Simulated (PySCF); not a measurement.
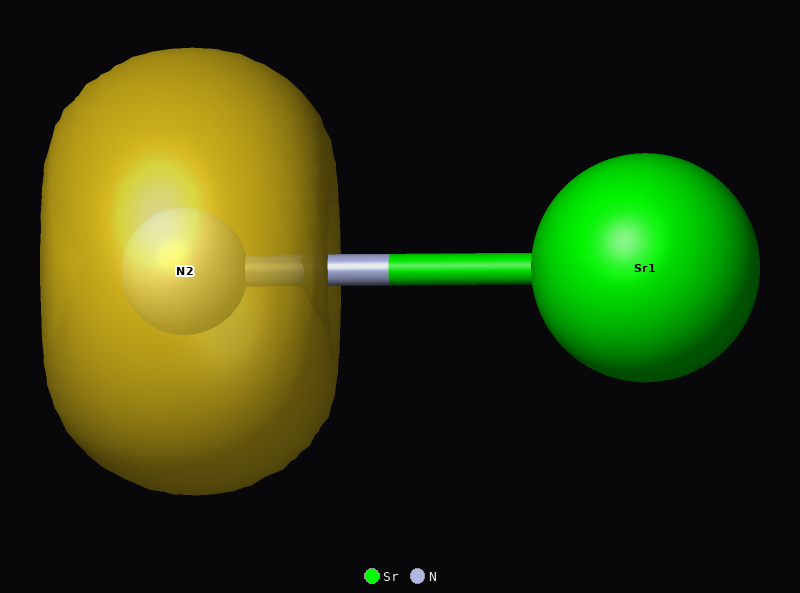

The picture shows: SrN (charge +1, triplet). Isosurfaces of the spin density (α minus β) at +0.08 (yellow) and −0.08 e/Å³ (cyan), seen from one side.

Core potentials replace the inner electrons of Sr.

These are results of PBE0/def2-SVP, non-relativistic Hamiltonian with scalar-relativistic core potentials where named, at a bond length of 2.345 Å in PySCF, not measurements.

### Describe the spin distribution.

The unpaired spin (2 electrons) lies mostly on N2 (about 1.9) and Sr1 (about 0.1), in electrons by Hirshfeld's partition. Only one sign reaches the isovalue.
